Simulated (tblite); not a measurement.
## Geometry relaxation of C4H10NPSi2 (part 1 of 4)

C4H10NPSi2, SMILES Cn1cpc([SiH3])c1[SiH3], computed with GFN2-xTB geometry optimisation, gas phase (tblite 0.8.0).

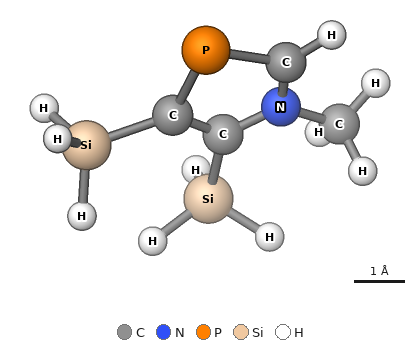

Figure 1. The input geometry (ball-and-stick view, seen at a tilt). Bond lengths as drawn: C–C 1.37 Å, C–H 1.10 to 1.11 Å, C–N 1.31 to 1.47 Å, C–P 1.84 to 1.90 Å, C–Si 1.85 to 1.88 Å and H–Si 1.43 to 1.49 Å.

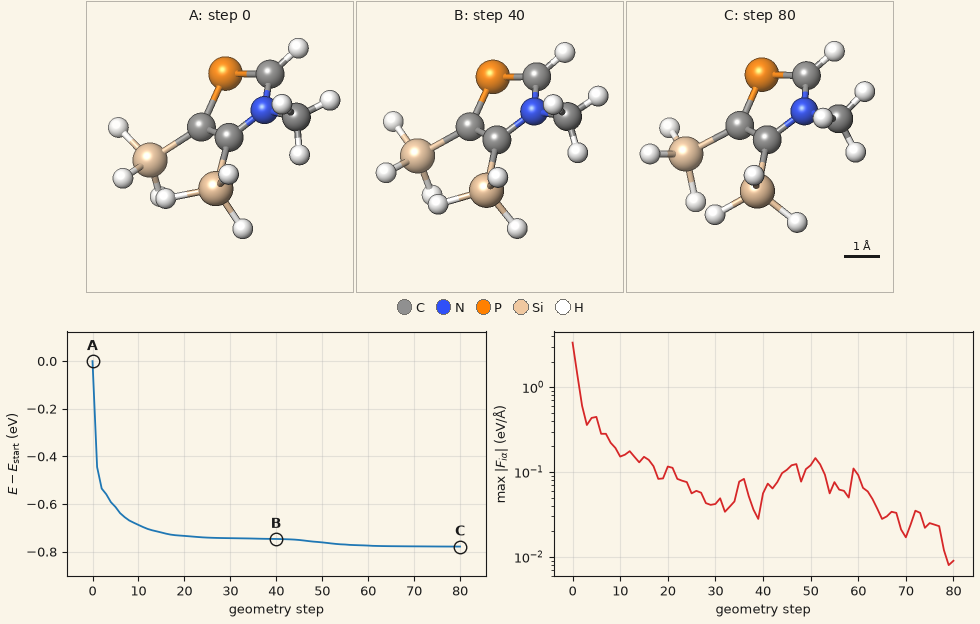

Figure 2. Frames of the relaxation (ball-and-stick view, seen at a tilt) above the curves, on which the letters mark them (steps are counted from 0).

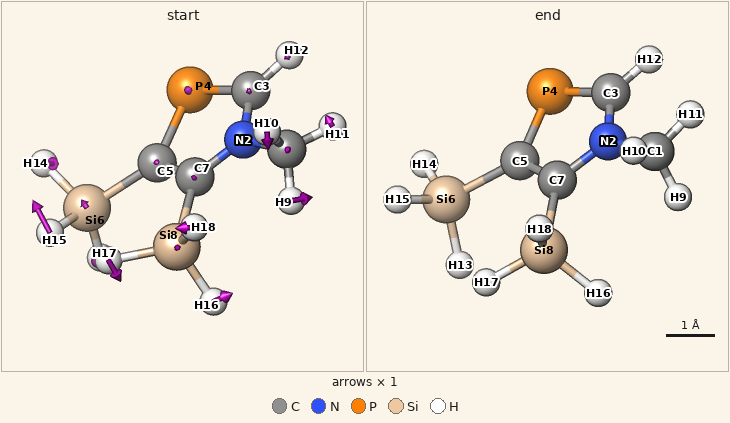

Figure 3. Before (left) and after (right) the relaxation, at one scale (ball-and-stick view, seen at a tilt). The pink arrows give the displacements, at true length. The energy falls by 0.778 eV in 80 geometry steps. The largest force component goes from 3.3 to 0.009 eV/Å. The atom that moves furthest after the best rigid fit is H15 (0.80 Å). Largest moves by element: H 0.80 Å, Si 0.22 Å, P 0.19 Å, C 0.13 Å, N 0.04 Å. Among the contacts that change: P4–C5 1.898 → 1.771 Å, C3–P4 1.842 → 1.715 Å, N2–C7 1.312 → 1.365 Å, C3–H12 1.112 → 1.077 Å. Among the angles that change: C5–C7–Si8 120.3° → 127.1°, N2–C1–H9 104.3° → 110.6°, N2–C3–H12 125.3° → 119.3°. (Atoms are counted from 1 in the order of the input.)

The input that produced these results follows, with the program's output.

### The input
```
{"job": {"kind": "relax", "xc": "GFN2-xTB", "basis": "xTB"}, "charge": 0, "multiplicity": 1}
C     -2.261100     0.513800     0.829000
N     -1.241800    -0.434400     0.346900
C     -1.508100    -1.743800     0.293600
P     -0.064100    -2.694700    -0.340600
C      0.830100    -1.022100    -0.422500
Si     2.566400    -0.759700    -1.000700
C     -0.039700    -0.051500    -0.011800
Si     0.501300     1.745500     0.039700
H     -2.105500     1.413900     0.216700
H     -2.102000     0.803200     1.891100
H     -3.271700     0.085700     0.690000
H     -2.479800    -2.212900     0.564100
H      2.682900    -0.508400    -2.407100
H      3.337000    -2.011500    -0.730400
H      3.260200     0.293300    -0.247400
H      0.086100     2.476900    -1.133900
H      1.968400     1.797600     0.205400
H     -0.167300     2.315300     1.206200
```

The first line tells a small driver script what to run in tblite; the rest is the geometry in Å.

Command:
```bash
OMP_NUM_THREADS=1 python <driver script> task.json out
```

### What the program printed
```
step      E/eV     max force
  0    -612.87379    3.632
  1    -613.31799    1.512
  2    -613.40831    0.679
  3    -613.43248    0.381
  4    -613.46533    0.546
  5    -613.48556    0.563
  6    -613.51133    0.309
  7    -613.52836    0.292
  8    -613.54235    0.235
  9    -613.55190    0.211
 10    -613.56094    0.222
 11    -613.56981    0.187
 12    -613.57775    0.198
 13    -613.58351    0.165
 14    -613.58807    0.184
 15    -613.59275    0.220
 16    -613.59764    0.202
 17    -613.60158    0.150
 18    -613.60406    0.091
 19    -613.60561    0.087
 20    -613.60702    0.123
 21    -613.60858    0.120
 22    -613.61020    0.093
 23    -613.61178    0.086
 24    -613.61315    0.086
 25    -613.61418    0.069
 26    -613.61492    0.061
 27    -613.61549    0.058
 28    -613.61592    0.052
 29    -613.61626    0.043
 30    -613.61655    0.044
 31    -613.61684    0.051
 32    -613.61714    0.037
 33    -613.61742    0.041
 34    -613.61774    0.048
 35    -613.61816    0.080
 36    -613.61866    0.087
 37    -613.61910    0.057
 38    -613.61939    0.040
 39    -613.61960    0.038
 40    -613.61989    0.057
 41    -613.62031    0.075
 42    -613.62088    0.067
 43    -613.62159    0.080
 44    -613.62259    0.098
 45    -613.62417    0.112
 46    -613.62635    0.141
 47    -613.62875    0.128
 48    -613.63089    0.091
 49    -613.63243    0.118
 50    -613.63425    0.131
 51    -613.63638    0.162
 52    -613.63868    0.134
 53    -613.64071    0.106
 54    -613.64230    0.075
 55    -613.64317    0.079
 56    -613.64474    0.073
 57    -613.64554    0.068
 58    -613.64621    0.061
 59    -613.64681    0.111
 60    -613.64765    0.095
 61    -613.64874    0.096
 62    -613.64921    0.069
 63    -613.64965    0.051
 64    -613.64995    0.042
 65    -613.65017    0.036
 66    -613.65032    0.033
 67    -613.65049    0.042
 68    -613.65065    0.046
 69    -613.65079    0.023
 70    -613.65089    0.022
 71    -613.65097    0.028
 72    -613.65109    0.040
 73    -613.65123    0.038
 74    -613.65136    0.026
 75    -613.65148    0.026
 76    -613.65157    0.026
 77    -613.65165    0.025
 78    -613.65170    0.014
 79    -613.65174    0.010
 80    -613.65175    0.009
```

### Trajectory as extended XYZ (Å, eV, eV/Å), 45 of the 81 frames kept, from step=0 to step=80
```
18
Properties=species:S:1:pos:R:3:forces:R:3 step=0 energy=-612.87379
C    -2.2611    0.5138    0.8290    0.5000  -0.0860  -0.3200
N    -1.2418   -0.4344    0.3469   -2.9850  -0.2690   1.2800
C    -1.5081   -1.7438    0.2936    1.6880  -2.3600  -0.9630
P    -0.0641   -2.6947   -0.3406   -1.0880   3.3460   0.9030
C     0.8301   -1.0221   -0.4225   -1.4190  -2.3900   0.0770
Si    2.5664   -0.7597   -1.0007    0.9070  -1.0110   0.5670
C    -0.0397   -0.0515   -0.0118    1.9790   1.2370  -0.5720
Si    0.5013    1.7455    0.0397    0.4430  -0.0410   0.4920
H    -2.1055    1.4139    0.2167   -0.5790  -0.1680   0.2280
H    -2.1020    0.8032    1.8911   -0.0960  -0.3970  -0.5790
H    -3.2717    0.0857    0.6900    0.5950   0.2790   0.0940
H    -2.4798   -2.2129    0.5641    0.9790   0.7600  -0.2310
H     2.6829   -0.5084   -2.4071   -0.0850   0.2380  -0.6550
H     3.3370   -2.0115   -0.7304   -0.2570   0.3160  -0.0630
H     3.2602    0.2933   -0.2474    0.0450  -0.1320  -0.0790
H     0.0861    2.4769   -1.1339   -0.1390   0.1750  -0.3940
H     1.9684    1.7976    0.2054   -0.5750   0.2590   0.0400
H    -0.1673    2.3153    1.2062    0.0850   0.2440   0.1760
18
Properties=species:S:1:pos:R:3:forces:R:3 step=2 energy=-613.40831
C    -2.2570    0.5116    0.8236    0.1420  -0.1800  -0.1230
N    -1.2759   -0.4438    0.3656    0.3750  -0.0090  -0.0150
C    -1.4712   -1.7890    0.2729   -0.2810   0.6020   0.1410
P    -0.0896   -2.6141   -0.3186    0.2300  -0.3090  -0.0680
C     0.7959   -1.0770   -0.4208    0.0050   0.2250  -0.0100
Si    2.5852   -0.7891   -0.9873   -0.2390  -0.3870   0.0100
C    -0.0207   -0.0388   -0.0177   -0.2730  -0.1820   0.0900
Si    0.5123    1.7514    0.0517   -0.1310   0.0930   0.0530
H    -2.1229    1.4107    0.2218   -0.3790   0.0040   0.0180
H    -2.1048    0.7918    1.8755   -0.0280  -0.2170  -0.1530
H    -3.2560    0.0951    0.6932    0.0220   0.0900   0.0360
H    -2.4488   -2.1939    0.5562    0.5910   0.1550  -0.1770
H     2.6795   -0.5018   -2.4225   -0.1270   0.0790   0.0000
H     3.3319   -2.0062   -0.7313    0.1190  -0.2690   0.0570
H     3.2614    0.2886   -0.2496   -0.0120  -0.1890  -0.0600
H     0.0828    2.4809   -1.1435   -0.0230   0.0010  -0.0620
H     1.9538    1.8067    0.2073   -0.0710   0.2630   0.0900
H    -0.1643    2.3234    1.2120    0.0810   0.2300   0.1720
18
Properties=species:S:1:pos:R:3:forces:R:3 step=4 energy=-613.46533
C    -2.2497    0.5023    0.8158   -0.0900   0.0740  -0.0180
N    -1.2640   -0.4421    0.3690   -0.1460   0.2690   0.0400
C    -1.4674   -1.7680    0.2722    0.4020  -0.1220  -0.1450
P    -0.0853   -2.6147   -0.3166    0.0260  -0.1180   0.0040
C     0.7908   -1.0759   -0.4214    0.0350   0.0800   0.0010
Si    2.5754   -0.8153   -0.9856   -0.0070  -0.0660  -0.0960
C    -0.0285   -0.0413   -0.0141    0.4340   0.3240  -0.0700
Si    0.5053    1.7569    0.0567   -0.1330   0.0190   0.0170
H    -2.1485    1.4103    0.2233   -0.2050   0.0170  -0.0390
H    -2.1063    0.7767    1.8646    0.0380  -0.1190   0.0300
H    -3.2524    0.1008    0.6954   -0.0560  -0.1070  -0.0240
H    -2.4161   -2.1838    0.5466   -0.1250  -0.0580   0.0380
H     2.6707   -0.4965   -2.4236   -0.1350  -0.0090   0.1350
H     3.3383   -2.0226   -0.7280    0.0720  -0.2610   0.0340
H     3.2600    0.2746   -0.2543   -0.0900  -0.2820  -0.0970
H     0.0807    2.4813   -1.1483   -0.0240  -0.0340   0.0140
H     1.9469    1.8246    0.2132   -0.0630   0.2130   0.0740
H    -0.1588    2.3390    1.2234    0.0670   0.1800   0.1020
18
Properties=species:S:1:pos:R:3:forces:R:3 step=5 energy=-613.48556
C    -2.2486    0.4995    0.8120   -0.1810   0.1620   0.0400
N    -1.2590   -0.4364    0.3708   -0.1380   0.1820  -0.0560
C    -1.4586   -1.7600    0.2693    0.3660  -0.2540  -0.1340
P    -0.0825   -2.6167   -0.3156    0.0350   0.0110   0.0030
C     0.7887   -1.0741   -0.4216    0.0930  -0.0070  -0.0080
Si    2.5707   -0.8295   -0.9865    0.1230  -0.0110  -0.0950
C    -0.0252   -0.0373   -0.0134    0.4460   0.3350  -0.0740
Si    0.4996    1.7604    0.0595   -0.0460   0.1000   0.0270
H    -2.1649    1.4106    0.2233   -0.1220   0.0460  -0.0600
H    -2.1063    0.7671    1.8598    0.0470  -0.0470   0.1180
H    -3.2515    0.1016    0.6961   -0.0950  -0.1970  -0.0470
H    -2.4020   -2.1799    0.5425   -0.2560  -0.0890   0.0770
H     2.6638   -0.4941   -2.4216   -0.1300  -0.0460   0.1370
H     3.3428   -2.0356   -0.7257    0.0070  -0.1980   0.0050
H     3.2575    0.2624   -0.2585   -0.1000  -0.2790  -0.0850
H     0.0793    2.4808   -1.1505   -0.0350  -0.0380   0.0350
H     1.9422    1.8374    0.2175   -0.0700   0.1860   0.0600
H    -0.1548    2.3501    1.2310    0.0550   0.1440   0.0550
18
Properties=species:S:1:pos:R:3:forces:R:3 step=7 energy=-613.52836
C    -2.2555    0.4998    0.8056   -0.1160   0.0450   0.0670
N    -1.2465   -0.4192    0.3664   -0.0190  -0.0790  -0.2360
C    -1.4311   -1.7493    0.2606   -0.1070  -0.1140   0.0480
P    -0.0697   -2.6191   -0.3144    0.1180   0.2150  -0.0210
C     0.7913   -1.0694   -0.4226    0.1990  -0.0180   0.0100
Si    2.5684   -0.8666   -0.9926    0.2510  -0.0510  -0.0260
C    -0.0037   -0.0190   -0.0136    0.0310  -0.0260  -0.0110
Si    0.4873    1.7794    0.0688    0.1260   0.2240   0.0580
H    -2.2095    1.4148    0.2199    0.0200   0.0670  -0.0280
H    -2.1046    0.7437    1.8561   -0.0040   0.1030   0.1490
H    -3.2551    0.0911    0.6950   -0.0580  -0.2820  -0.0490
H    -2.3773   -2.1734    0.5354   -0.1670  -0.0240   0.0480
H     2.6403   -0.4915   -2.4115   -0.0870  -0.1040  -0.0090
H     3.3514   -2.0750   -0.7212   -0.1230  -0.0570  -0.0740
H     3.2473    0.2197   -0.2715   -0.0080  -0.1070   0.0420
H     0.0732    2.4781   -1.1537   -0.0740   0.0060   0.0330
H     1.9275    1.8782    0.2309    0.0150   0.1330   0.0310
H    -0.1426    2.3837    1.2507    0.0020   0.0690  -0.0330
18
Properties=species:S:1:pos:R:3:forces:R:3 step=9 energy=-613.55190
C    -2.2654    0.5013    0.8054    0.0570  -0.1220  -0.0220
N    -1.2428   -0.4115    0.3500   -0.0040  -0.0670  -0.1000
C    -1.4223   -1.7492    0.2586   -0.1740   0.1120   0.0410
P    -0.0548   -2.6101   -0.3154    0.0300   0.1210   0.0120
C     0.8059   -1.0642   -0.4216    0.0660   0.1140   0.0820
Si    2.5815   -0.8901   -0.9984    0.0650  -0.0500   0.0100
C     0.0116   -0.0089   -0.0149   -0.1920  -0.0700   0.0190
Si    0.4868    1.8017    0.0771    0.0560  -0.0210   0.0150
H    -2.2335    1.4204    0.2171    0.0170  -0.0600   0.0870
H    -2.1042    0.7370    1.8623   -0.0670   0.0730  -0.0700
H    -3.2598    0.0667    0.6914    0.1140  -0.1470   0.0080
H    -2.3749   -2.1717    0.5346    0.0120   0.0340  -0.0140
H     2.6214   -0.4972   -2.4067   -0.0300  -0.1070  -0.1370
H     3.3490   -2.1028   -0.7236   -0.0810  -0.1020  -0.0900
H     3.2420    0.1894   -0.2752    0.1250   0.0710   0.1490
H     0.0647    2.4772   -1.1531   -0.0810   0.0520   0.0180
H     1.9220    1.9105    0.2406    0.1320   0.1120   0.0190
H    -0.1360    2.4078    1.2600   -0.0440   0.0580  -0.0270
18
Properties=species:S:1:pos:R:3:forces:R:3 step=11 energy=-613.56981
C    -2.2696    0.4948    0.8043    0.0660  -0.0790  -0.0570
N    -1.2447   -0.4087    0.3315   -0.0240   0.0610   0.1260
C    -1.4252   -1.7465    0.2580    0.0590   0.0860  -0.0890
P    -0.0433   -2.5932   -0.3146   -0.0710  -0.0630   0.0520
C     0.8214   -1.0526   -0.4142   -0.1050   0.1090   0.0970
Si    2.5977   -0.9068   -1.0023   -0.1020   0.1150   0.0280
C     0.0130   -0.0028   -0.0156   -0.0470   0.1110   0.0010
Si    0.4915    1.8156    0.0838   -0.0130  -0.1340  -0.0300
H    -2.2475    1.4196    0.2214   -0.0230  -0.1170   0.0810
H    -2.1088    0.7389    1.8627   -0.0560  -0.0280  -0.1600
H    -3.2548    0.0358    0.6891    0.1350  -0.0250   0.0410
H    -2.3777   -2.1693    0.5345    0.0460   0.0350  -0.0390
H     2.6058   -0.5112   -2.4130    0.0190  -0.1140  -0.0840
H     3.3401   -2.1309   -0.7331   -0.0250  -0.1420  -0.0830
H     3.2479    0.1726   -0.2662    0.1500   0.0460   0.1020
H     0.0522    2.4805   -1.1501   -0.0430   0.0410   0.0620
H     1.9283    1.9418    0.2488    0.0730   0.0710  -0.0050
H    -0.1350    2.4288    1.2632   -0.0400   0.0280  -0.0430
18
Properties=species:S:1:pos:R:3:forces:R:3 step=13 energy=-613.58351
C    -2.2701    0.4847    0.8001   -0.0390   0.0400   0.0030
N    -1.2448   -0.4033    0.3237    0.0380   0.0550   0.1510
C    -1.4245   -1.7388    0.2518    0.1200  -0.0110  -0.1010
P    -0.0371   -2.5815   -0.3104   -0.0160  -0.0870   0.0380
C     0.8276   -1.0382   -0.4023   -0.0760  -0.0310   0.0190
Si    2.6051   -0.9155   -1.0028   -0.0950   0.1170   0.0550
C     0.0104    0.0080   -0.0154    0.1060   0.1050   0.0100
Si    0.4954    1.8220    0.0884    0.0060   0.0220  -0.0130
H    -2.2624    1.4125    0.2290   -0.0360  -0.0220  -0.0550
H    -2.1161    0.7376    1.8535   -0.0020  -0.0570  -0.0050
H    -3.2430    0.0081    0.6898   -0.0170  -0.0170   0.0200
H    -2.3743   -2.1638    0.5308    0.0200   0.0290  -0.0460
H     2.5935   -0.5304   -2.4232    0.0480  -0.1140   0.0430
H     3.3299   -2.1628   -0.7469   -0.0930   0.0120  -0.0960
H     3.2625    0.1596   -0.2530    0.1100  -0.0500   0.0010
H     0.0389    2.4858   -1.1434   -0.0050   0.0210   0.0880
H     1.9363    1.9737    0.2553   -0.0530   0.0130  -0.0340
H    -0.1362    2.4487    1.2631   -0.0150  -0.0240  -0.0770
18
Properties=species:S:1:pos:R:3:forces:R:3 step=15 energy=-613.59275
C    -2.2725    0.4799    0.7973   -0.0580   0.0400   0.0450
N    -1.2394   -0.3966    0.3289    0.0740  -0.0320   0.0120
C    -1.4177   -1.7317    0.2420   -0.0110   0.0010   0.0180
P    -0.0329   -2.5802   -0.3053    0.0730   0.0180  -0.0050
C     0.8264   -1.0309   -0.3937    0.0580  -0.0800  -0.0380
Si    2.6022   -0.9156   -0.9989    0.0100  -0.0110   0.0380
C     0.0137    0.0197   -0.0134    0.0530  -0.0780   0.0600
Si    0.4979    1.8285    0.0909    0.0240   0.1080   0.0120
H    -2.2764    1.4066    0.2296   -0.0350   0.0450  -0.1180
H    -2.1211    0.7320    1.8472    0.0070   0.0000   0.1320
H    -3.2367   -0.0102    0.6918   -0.0970  -0.0290  -0.0090
H    -2.3671   -2.1570    0.5239    0.0160   0.0330  -0.0540
H     2.5889   -0.5505   -2.4266    0.0480  -0.0760   0.0880
H     3.3164   -2.1823   -0.7627   -0.1510   0.1350  -0.0860
H     3.2803    0.1470   -0.2447    0.0730  -0.0760  -0.0400
H     0.0298    2.4912   -1.1335   -0.0080   0.0430   0.0240
H     1.9374    1.9959    0.2572   -0.0500  -0.0130  -0.0420
H    -0.1379    2.4606    1.2584   -0.0270  -0.0280  -0.0370
18
Properties=species:S:1:pos:R:3:forces:R:3 step=16 energy=-613.59764
C    -2.2755    0.4784    0.7969   -0.0290   0.0110   0.0470
N    -1.2349   -0.3931    0.3330    0.0500  -0.0500  -0.0500
C    -1.4135   -1.7280    0.2364   -0.0590   0.0170   0.0790
P    -0.0289   -2.5798   -0.3024    0.0800   0.0620  -0.0220
C     0.8271   -1.0286   -0.3896    0.1000  -0.0520  -0.0380
Si    2.6004   -0.9146   -0.9957    0.0600  -0.0620   0.0140
C     0.0179    0.0250   -0.0108    0.0030  -0.1360   0.0850
Si    0.4998    1.8345    0.0922    0.0060   0.0660   0.0110
H    -2.2849    1.4042    0.2267   -0.0370   0.0270  -0.0950
H    -2.1237    0.7289    1.8471   -0.0090   0.0290   0.1270
H    -3.2357   -0.0214    0.6928   -0.0750  -0.0030  -0.0120
H    -2.3634   -2.1525    0.5185    0.0160   0.0290  -0.0570
H     2.5879   -0.5645   -2.4260    0.0430  -0.0380   0.0750
H     3.3045   -2.1897   -0.7742   -0.1390   0.1340  -0.0600
H     3.2927    0.1380   -0.2409    0.0580  -0.0670  -0.0470
H     0.0245    2.4954   -1.1269   -0.0150   0.0630  -0.0290
H     1.9368    2.0078    0.2569   -0.0090  -0.0170  -0.0400
H    -0.1399    2.4662    1.2544   -0.0430  -0.0140   0.0120
18
Properties=species:S:1:pos:R:3:forces:R:3 step=18 energy=-613.60406
C    -2.2804    0.4769    0.7987    0.0280  -0.0200   0.0150
N    -1.2296   -0.3897    0.3365   -0.0230  -0.0120  -0.0380
C    -1.4091   -1.7238    0.2323   -0.0060   0.0060   0.0830
P    -0.0209   -2.5764   -0.2995    0.0140   0.0400  -0.0230
C     0.8327   -1.0265   -0.3848    0.0490   0.0350   0.0170
Si    2.6017   -0.9139   -0.9912    0.0500  -0.0250  -0.0220
C     0.0249    0.0278   -0.0033   -0.0180  -0.0480   0.0750
Si    0.5023    1.8432    0.0940   -0.0470  -0.0460  -0.0090
H    -2.2971    1.4006    0.2192   -0.0370  -0.0520   0.0000
H    -2.1284    0.7271    1.8521   -0.0370   0.0370   0.0050
H    -3.2366   -0.0367    0.6936    0.0140   0.0610   0.0060
H    -2.3604   -2.1458    0.5091   -0.0090   0.0000  -0.0460
H     2.5892   -0.5855   -2.4223    0.0360   0.0340   0.0050
H     3.2817   -2.1944   -0.7930   -0.0340  -0.0190   0.0030
H     3.3133    0.1234   -0.2375    0.0530  -0.0310  -0.0370
H     0.0163    2.5048   -1.1193   -0.0120   0.0590  -0.0600
H     1.9371    2.0226    0.2542    0.0280  -0.0190  -0.0360
H    -0.1455    2.4727    1.2494   -0.0490   0.0010   0.0620
```
